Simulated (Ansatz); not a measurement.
Au (fcc, Cu type), scan of one atom of the cell

Relaxed Au (fcc, Cu type):

```
CELL_PARAMETERS angstrom
      4.15726     0.00000     0.00000
      0.00000     4.15726     0.00000
      0.00000     0.00000     4.15726
ATOMIC_POSITIONS crystal
  Au 0.00000 0.00000 0.00000
  Au 0.50000 0.50000 0.00000
  Au 0.50000 0.00000 0.50000
  Au 0.00000 0.50000 0.50000
```

In this cell atom 3 (Au, nearest neighbour Au at 2.940 Å; its periodic images, 4.2 Å or more away, move with it) is moved by s along Cartesian z, unit vector (0.000, 0.000, 1.000); all other atoms and the cell stay fixed.

Level of theory: PBE (plane waves to 420 eV, PAW, scalar-relativistic; Ansatz, a quantum-chemistry and plane-wave program). k mesh 9×9×9 (Γ-centred), Fermi-Dirac smearing 0.05 eV. Energies are smeared free energies. With partly filled bands, energies and forces of such displacements shift with the k mesh and the smearing. Au was relaxed with its symmetry unable to fall. Spin-orbit coupling is left out, though Au is heavy. The PAW data are Ansatz's earlier set. The zero of ΔE is the undisplaced structure.

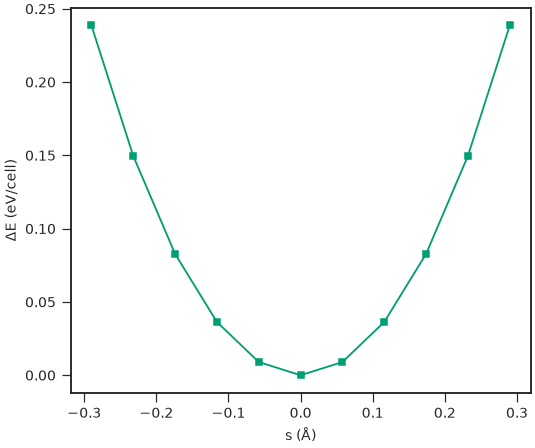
ΔE (eV/cell) against s (Å); markers are the computed points, lines only join them.

The force along the line at s = -0.290 Å is 1.74 eV/Å and the force constant k = d²E/ds² at s = 0 (finite differences) comes out as 5.35 eV/Å². The energy at s = 0.290 Å comes out as 239 meV/cell. Symmetry of the curve: even: the same for both signs. Shape of the curve: a single well with its minimum at or next to zero displacement.

The forces along the line at the two nearest points give (0.312 − (-0.312)) / (2·0.058) = 5.38 eV/Å²; the next pair corrects for the finite step.

(For displaced atoms, the force is minus the slope of the energy, and its curvature is a force constant, which sets phonon frequencies.)
